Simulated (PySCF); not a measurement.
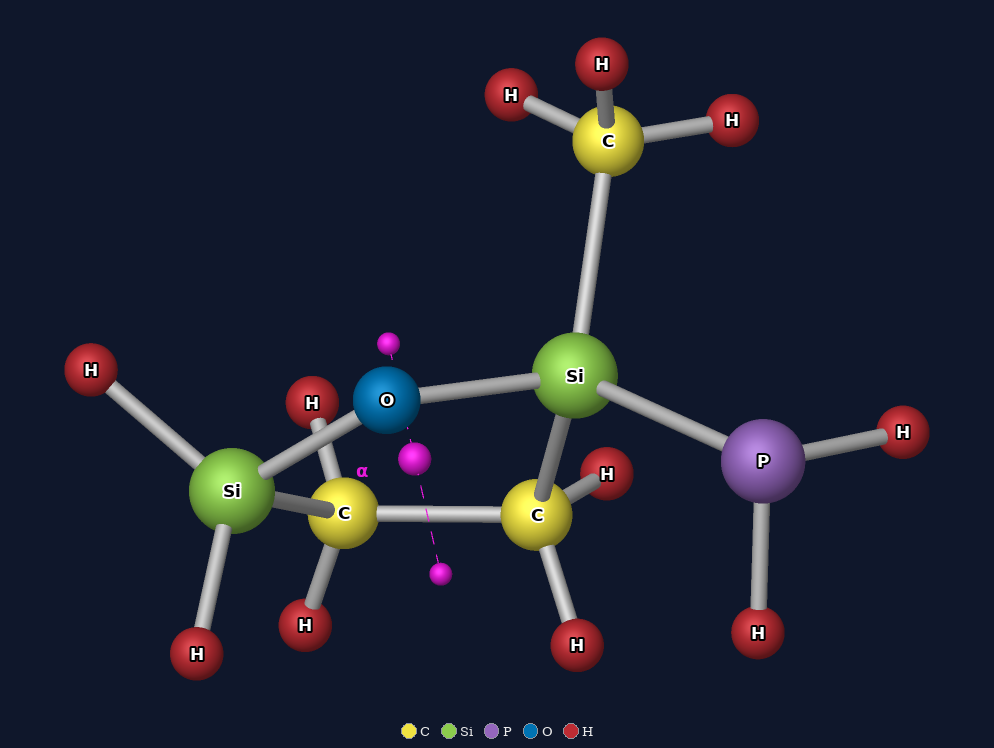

The small points mark where nucleus-independent chemical shifts (NICS) were computed: at the centre of each lettered ring and 1 Å above and below it. Computed geometry: GFN2-xTB optimisation. No frequency run is at hand to confirm it as a minimum. Level of theory: GIAO PBE0/pcSseg-1 NMR shielding, non-relativistic, gas phase (PySCF 2.14.0).

Give NICS(0), NICS(1) and the out-of-plane component NICS(1)zz for each ring (means of the two sides).

| ring | members | NICS(0) | NICS(1) | NICS(1)zz |
| --- | --- | --- | --- | --- |
| α | C2OSi2 | −5.0 | −2.9 | −2.5 |

Values in ppm.

Question. What do the values say about the ring currents?

Answer. Ring α: weak, as in a non-aromatic ring. NICS is one index among several.

The geometry is semi-empirical. Around P, Si such bond lengths and angles can be off by a tenth of an ångström or more and by several degrees, and values that hang on the shape move with them.
